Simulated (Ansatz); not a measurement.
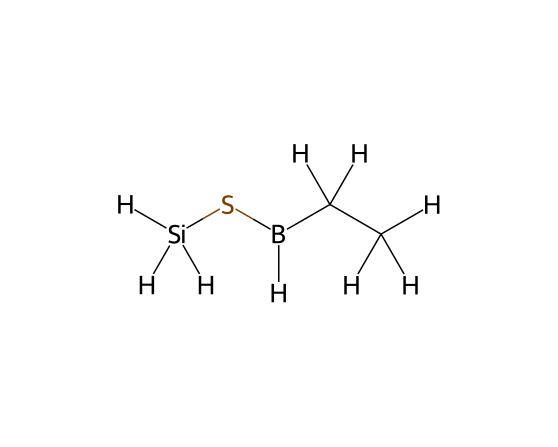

Skeletal drawing of a molecule.

Write the SMILES.

CCBS[SiH3]

What is the molecular formula?

C2H9BSSi.

An optimisation with PBE0-D4/def2-TZVP gave a structure of which point group?

C1. Other conformers may differ.

More results for the same structure follow; atom numbers are the same in all pictures, views and colours differ. The computed structure is the end point of a PBE0-D4/def2-TZVP optimisation.

**Shape**

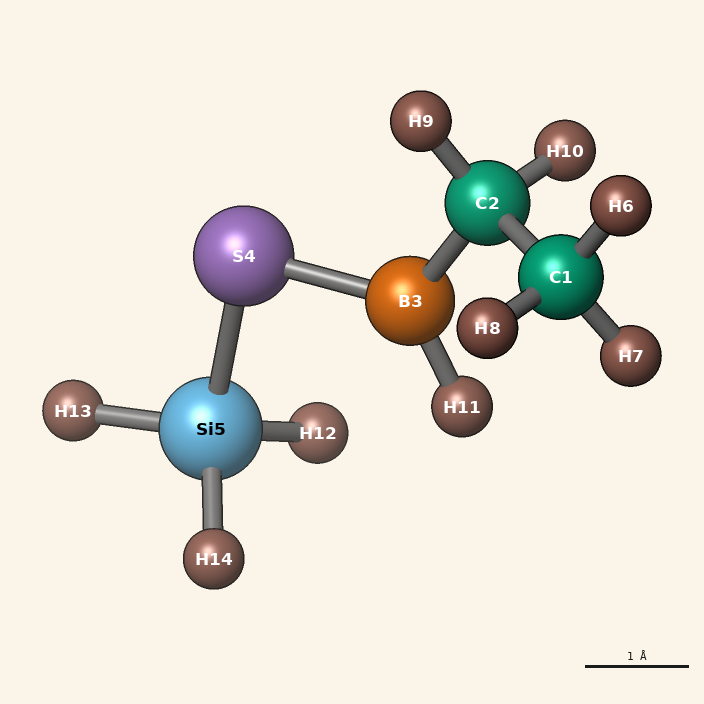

Atoms carry their numbers in the input.

What are the angles C1–C2–H9, C1–C2–H10, C2–C1–H6, C2–C1–H7, C2–C1–H8, C2–B3–S4, B3–C2–H9, B3–C2–H10, B3–S4–Si5, S4–B3–H11, S4–Si5–H13, S4–Si5–H14?

```
     angle  degrees
  C1–C2–H9    110.9
 C1–C2–H10    108.7
  C2–C1–H6    111.5
  C2–C1–H7    111.2
  C2–C1–H8    111.2
  C2–B3–S4    120.7
  B3–C2–H9    112.2
 B3–C2–H10    104.8
 B3–S4–Si5     99.2
 S4–B3–H11    118.8
S4–Si5–H13    107.1
S4–Si5–H14    110.3
```

**Electronic properties**

Level of theory: RKS PBE-D4/def2-TZVPP (Ansatz 0.2.0).

Give the LUMO energy (Kohn–Sham orbital) at this level.

−2.05 eV.

What is the dipole moment?

0.51 D.

Give the HOMO energy (Kohn–Sham orbital) at this level.

−6.81 eV.

Estimate the dispersion correction.

−29.4 kJ/mol.

**Vibrations**

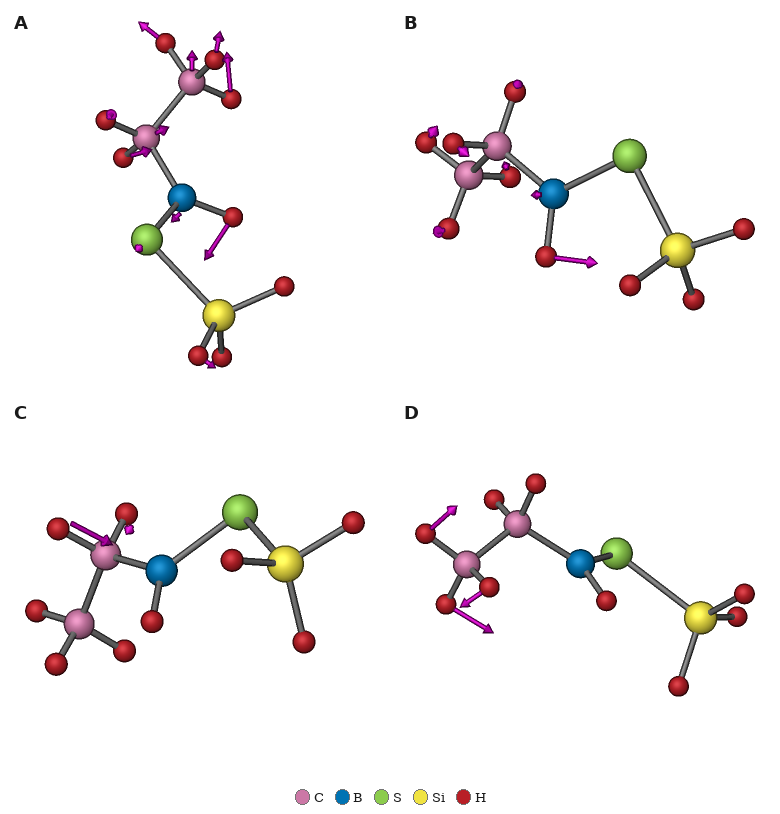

4 normal modes of one molecule or complex, as arrows. Harmonic vibrations computed with RKS PBE0-D4/def2-TZVP (Ansatz 0.2.0) at a stationary point of the same level.

Match the panels to the wavenumbers 323 cm⁻¹, 1140 cm⁻¹, 1499 cm⁻¹, 2997 cm⁻¹.

A: 323 cm⁻¹
B: 1140 cm⁻¹
C: 2997 cm⁻¹, C–H stretching
D: 1499 cm⁻¹, H–C–H bending

**Charges**

The questions are on Mulliken charges. Level of theory: RKS PBE0-D4/def2-TZVP (Ansatz 0.2.0).

List the Mulliken charges.

```json
{"atom": "C1", "value (e)": "−0.36"}
{"atom": "C2", "value (e)": "−0.22"}
{"atom": "B3", "value (e)": "0.02"}
{"atom": "S4", "value (e)": "−0.18"}
{"atom": "Si5", "value (e)": "0.15"}
{"atom": "H6", "value (e)": "0.13"}
{"atom": "H7", "value (e)": "0.13"}
{"atom": "H8", "value (e)": "0.12"}
{"atom": "H9", "value (e)": "0.12"}
{"atom": "H10", "value (e)": "0.12"}
{"atom": "H11", "value (e)": "0.01"}
{"atom": "H12", "value (e)": "−0.01"}
{"atom": "H13", "value (e)": "−0.02"}
{"atom": "H14", "value (e)": "−0.01"}
```

Mulliken values depend strongly on the basis set and can even reverse the polarity of a bond.
